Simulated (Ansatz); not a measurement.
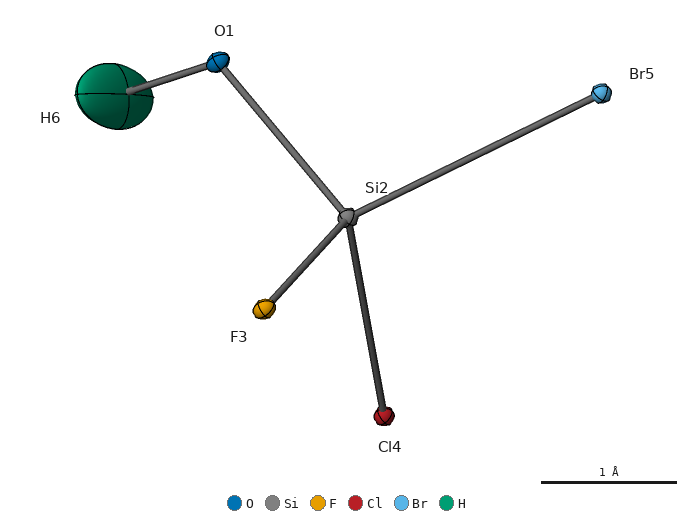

Displacement ellipsoids at the 50 % level, from the internal vibrations of the free molecule (harmonic, no overall translation or rotation; no half-axis is drawn under 0.075 Å). Vibrations computed with RKS PBE0-D4/def2-TZVP (Ansatz 0.2.0). Temperature: 0 K (zero-point motion alone).

> Which atom moves most?

H6, with U_eq = 0.0478 Å².

> Does H6 move more along its bond or across it?

Across it: the root-mean-square amplitude is 0.085 Å along the bond and up to 0.334 Å across, since bending and torsion are softer than stretching.

Give the displacement parameters, one line for each set of equivalent atoms.

```tsv
atom	U_eq (Å²)	rms amplitudes (Å)
O1	0.0024	0.037, 0.049, 0.059
Si2	0.0010	0.030, 0.032, 0.034
F3	0.0022	0.034, 0.046, 0.057
Cl4	0.0010	0.022, 0.027, 0.043
Br5	0.00026	0.011, 0.014, 0.022
H6	0.0478	0.082, 0.159, 0.334
```
